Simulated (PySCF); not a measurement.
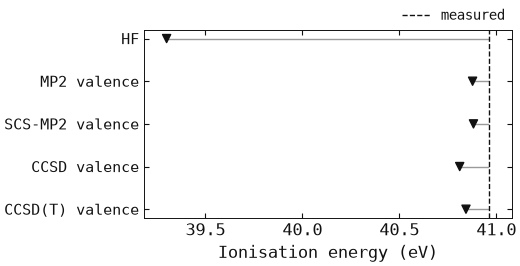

The ionisation energy of an atom or ion with 9 electrons in the configuration [He] 2s² 2p⁵ by several methods. PySCF, aug-pcseg-3, non-relativistic, unrestricted single determinants, no spin-orbit coupling. Methods marked “valence” freeze 2 core electrons.

**Which atom or ion is it?**

Ne⁺. The values run from 39.30 eV (HF) to 40.88 eV (MP2 valence and SCS-MP2 valence). The measured value is 40.96 eV; nearest to it come SCS-MP2 valence (−0.08) and MP2 valence (−0.09), furthest HF (−1.66 eV).
